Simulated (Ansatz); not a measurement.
BAs (zinc blende)

```
BAs
1.0
    0.00000     2.40468     2.40468
    2.40468     0.00000     2.40468
    2.40468     2.40468     0.00000
As B
1 1
Direct
  0.75000   0.75000   0.75000
  0.00000   0.00000   0.00000
```

Equation-of-state scan: isotropic scaling of the cell above, V₀ being its volume. Symmetry pins the atoms to their sites.

Computed with PBE (plane waves to 420 eV, PAW, scalar-relativistic; Ansatz, a first-principles code). k mesh 12×12×12 (Γ-centred), Fermi-Dirac smearing 0.05 eV. E stands for the smeared free energy. BAs was relaxed with its symmetry unable to fall. The PAW data are Ansatz's earlier set. The zero of ΔE is the relaxed starting cell.

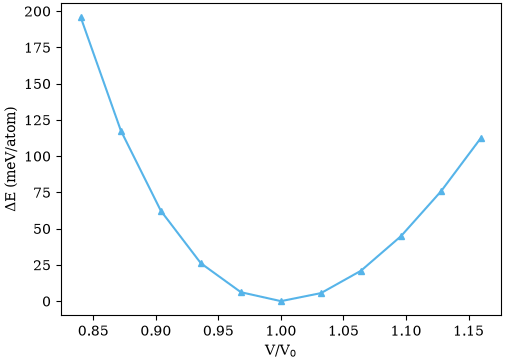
*ΔE (meV/atom) against V/V₀; markers are the computed points, lines only join them.*

Problem. What is ΔE at V/V₀ = 1.160?

Solution. About 110 meV/atom.

Problem. What is ΔE at V/V₀ = 0.840?

Solution. About 200 meV/atom.

Problem. What bulk modulus B₀ follows from a third-order Birch-Murnaghan fit?

Solution. About 130 GPa.

(A scan under strain: stresses follow from slopes of the energy per volume, elastic moduli from its curvatures.)
